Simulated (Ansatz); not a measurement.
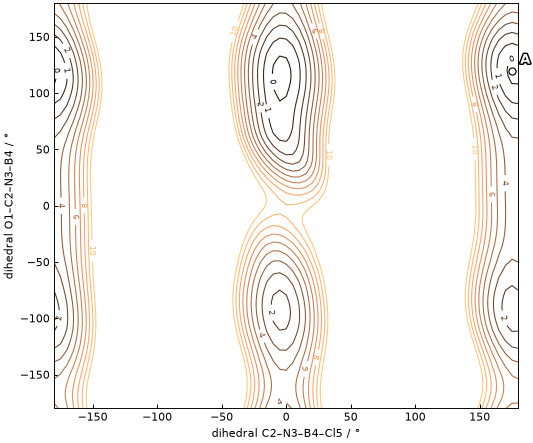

CH₅BClNO, SMILES OCNBCl. 
- Coordinates scanned: (1) dihedral C2–N3–B4–Cl5; (2) dihedral O1–C2–N3–B4.
- Nothing is relaxed (all other coordinates rigid).
- The scan uses a 15 × 15 grid.
- Points are written as (first, second).
- All energies are given in kcal/mol relative to the lowest grid point.
- These are results of RKS PBE0-D4/def2-SVP in Ansatz 0.2.0, not measurements.

Drawn: contour lines labelled in kcal/mol (none above 10), the point A. Between grid points the surface is interpolated.

What is the easiest way out of the well at A, and how high is the barrier?

Answer. The easiest path leads from the well at about (175°, 120°) to the well at about (175°, −95°), about 1.7 kcal/mol higher. Its highest point lies about 3.8 kcal/mol above the bottom of the first well on the interpolated surface, at about (175°, 25°). Seen from the upper well the barrier is about 2.1 kcal/mol. This is the barrier on the constrained surface; relaxing the other coordinates would change it.

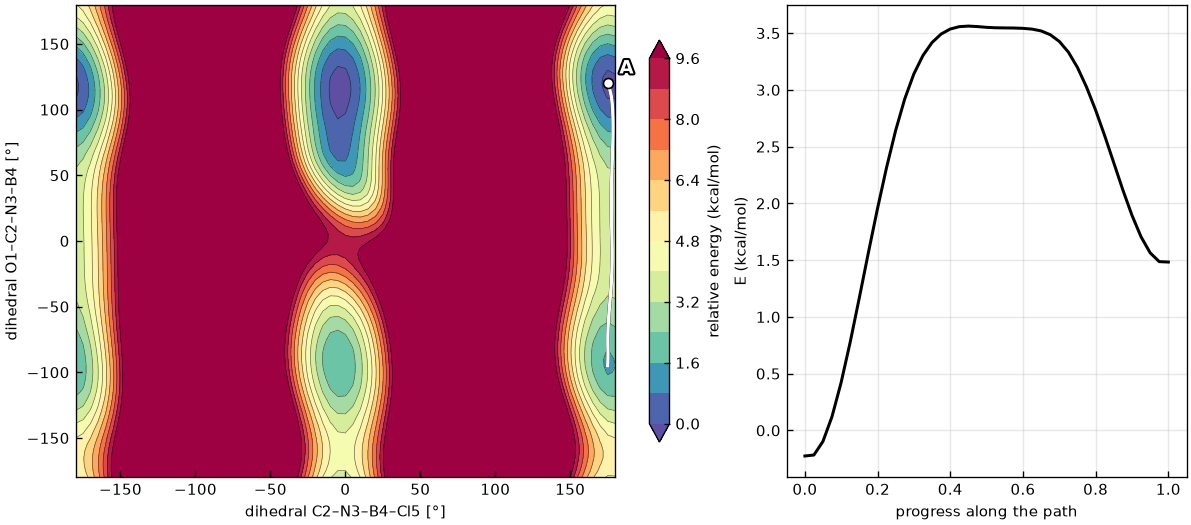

Drawn: filled contours, a line along the lowest path, one colour for all values above the top of the scale, the energy along the path at the right. Between grid points the surface is interpolated.
